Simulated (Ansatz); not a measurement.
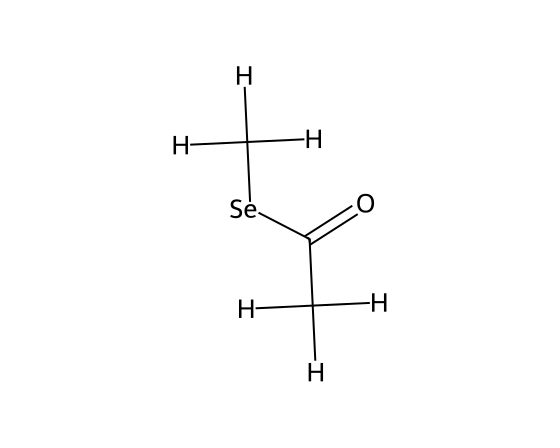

Computed geometry: PBE0-D4/def2-TZVP optimisation. No frequency run is at hand to confirm it as a minimum. Program: Ansatz 0.2.0.

Tabulate HOMO–LUMO gap (eV), dipole (D) at these levels: B3LYP-D4/def2-TZVPP; PBE-D4/def2-TZVPP; r2SCAN-D4/def2-TZVPP; ωB97M-V/def2-TZVPP.

| level | HOMO–LUMO gap (eV) | dipole (D) |
| --- | --- | --- |
| B3LYP-D4/def2-TZVPP | 5.86 | 3.94 |
| PBE-D4/def2-TZVPP | 4.14 | 3.79 |
| r2SCAN-D4/def2-TZVPP | 4.60 | 3.97 |
| ωB97M-V/def2-TZVPP | 10.71 | 3.94 |
